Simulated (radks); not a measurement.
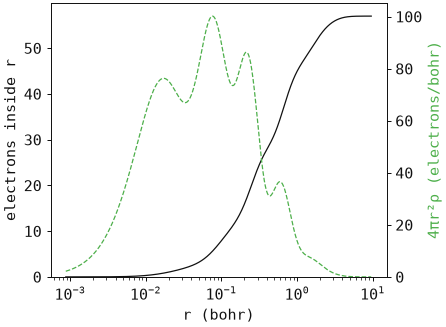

The Ce⁺ ion; electrons: [Kr] 4d10 4f1 5s2 5p4 5d4 (high spin). Computed with the in-house radial solver radks: scalar-relativistic Kohn-Sham, LDA (Slater exchange, Perdew-Zunger correlation), spin-polarised, spherical densities, finite nucleus.

The plot shows the number of electrons inside radius r (solid) and the radial density 4πr²ρ (dashed).

Read the plot.

The count levels off at 57 electrons. Half of them lie within 0.419 bohr, 90 % within 1.75 bohr and 99 % within 3.64 bohr. The radial density has minima at 0.0331, 0.141 and 0.435 bohr, where the count stands at 2.0, 11.1 and 29.0; these part the shells that the density resolves.
